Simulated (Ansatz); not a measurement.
The structure below was relaxed with Kohn–Sham DFT with the r2SCAN functional, run in Ansatz (a program for electronic structure) with PAW and 500 eV plane waves, no spin-orbit coupling, at pressure 4.5 GPa.

```
CELL_PARAMETERS angstrom
      3.67355     0.00000     0.00000
      0.00000     3.67355     0.00000
      0.00000     0.00000     3.67355
ATOMIC_POSITIONS crystal
  La 0.00000 0.00000 0.00000
  As 0.50000 0.50000 0.50000
```

Question: Find the space group and the Wyckoff positions.

Answer: Space group Pm-3m (No. 221); a = b = c = 3.674 Å, α = β = γ = 90.00°

| atom | site | symmetry | x | y | z |
|---|---|---|---|---|---|
| La | 1a | m-3m | 0.0000 | 0.0000 | 0.0000 |
| As | 1b | m-3m | 0.5000 | 0.5000 | 0.5000 |

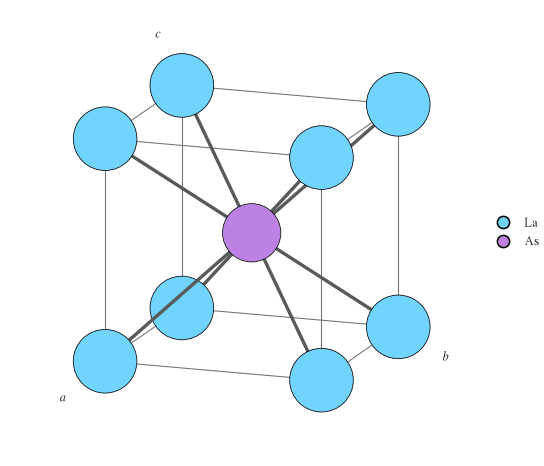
*The conventional cell*

Load acts through the strain it causes; cell and atoms are relaxed under it. No phonon test of stability was made. All final runs are without spin polarisation. The cell was made from LaAs in the CsCl type structure (space group Pm-3m, No. 221; a hypothetical phase, not in the database extracts checked) by this change: pressure 4.5 GPa.
